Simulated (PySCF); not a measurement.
# C5H7N2Si (doublet): what the fields show

```xyz
15

Si   -2.3491    0.3405   -0.1632
C    -0.8558   -0.3259   -1.1612
C     0.3665   -0.2010   -0.3368
N     0.6762   -1.2175    0.4586
C     1.7522   -1.0969    1.2297
C     2.4916    0.0546    1.1845
C     2.1244    1.0726    0.3459
N     1.0458    0.9365   -0.4189
H    -3.5298    0.1961   -1.0159
H    -2.4970   -0.4490    1.0585
H    -2.1163    1.7474    0.1596
H    -0.7372    0.2541   -2.0739
H    -1.0192   -1.3715   -1.4139
H     1.9831   -1.9399    1.8664
H     2.6602    2.0079    0.2586
```

Geometry: GFN2-xTB.

These are results of UKS B3LYP, pcH-1 on C H N Si, non-relativistic, mean-field spin-orbit, GIAO in PySCF, not measurements.

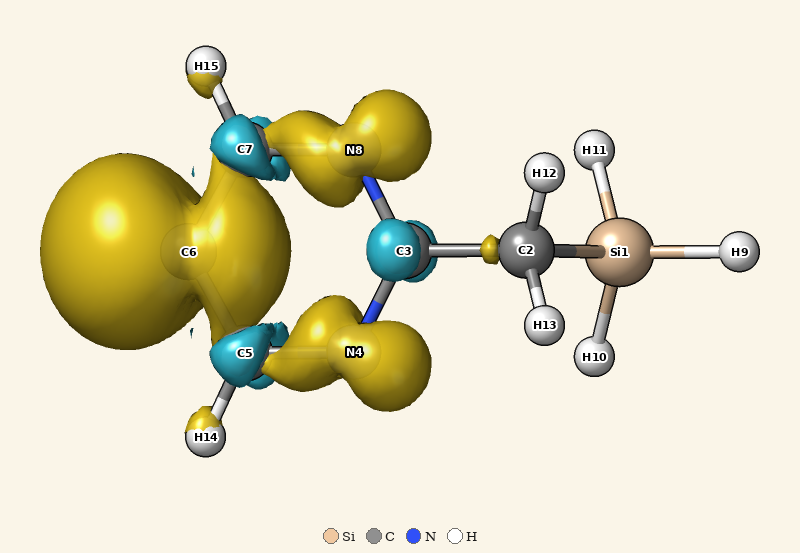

Figure 1. Isosurfaces of the spin density at +0.015 (yellow) and −0.015 e/Å³ (cyan), seen across its widest extent.

Q: Describe the spin distribution.

A: The unpaired spin (1 electron) lies mostly on C6 (about 0.8), in electrons by Hirshfeld's partition.

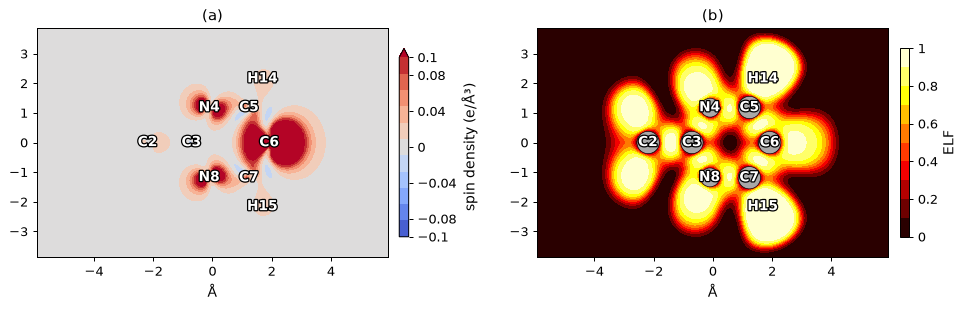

Figure 2. (a) spin density (α minus β); (b) ELF on the plane of atoms C5, C6 and C7. Grey discs cover the atomic cores in the ELF map.

Q: Interpret the plot.

A: The plane passes through C, N and H nuclei. C–N (1.33 Å): the ELF peaks at about 0.90 between the atoms: localised, covalent bonding. C–C (1.37 Å): the ELF peaks at about 0.95 between the atoms (localised, covalent bonding). C–H (1.08 Å): the ELF climbs to about 1 towards the hydrogen, as it does in any bond to H (an ordinary covalent bond to hydrogen). C–C (1.48 Å): the ELF peaks at about 0.95 between the atoms, as expected for a shared electron pair. The ELF also peaks beside N8, C6 and N4, away from the bonds: non-bonding electrons, paired or unpaired.

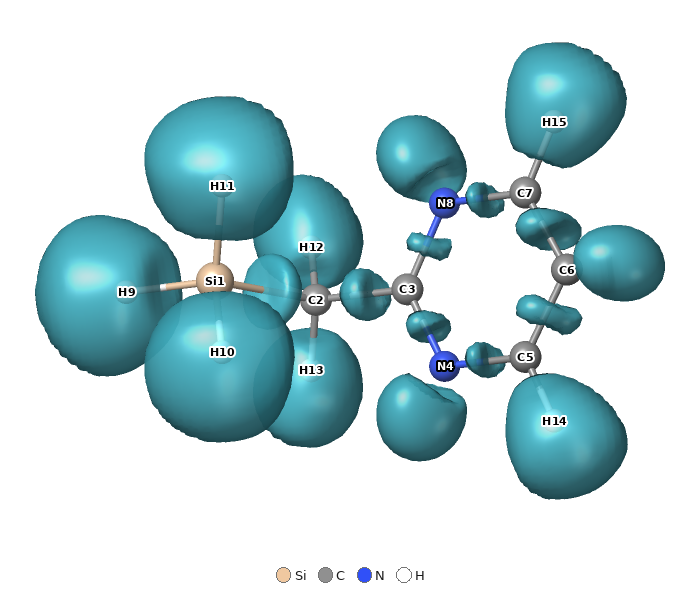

Figure 3. Isosurface of the ELF at 0.85 (cyan), seen at an oblique angle. Only the valence region is drawn (cores and ρ < 0.01 e/Å³ removed).

Q: Describe the localisation domains.

A: The ELF exceeds this value in three regions between bonded C–C atoms (shared pairs), four regions between bonded C–N atoms (shared pairs), one region between bonded C–Si atoms (shared pairs), seven regions around hydrogen nuclei, one lobe on C, pointing away from the bonds (non-bonding electrons) and two lobes on N, pointing away from the bonds (non-bonding electrons).
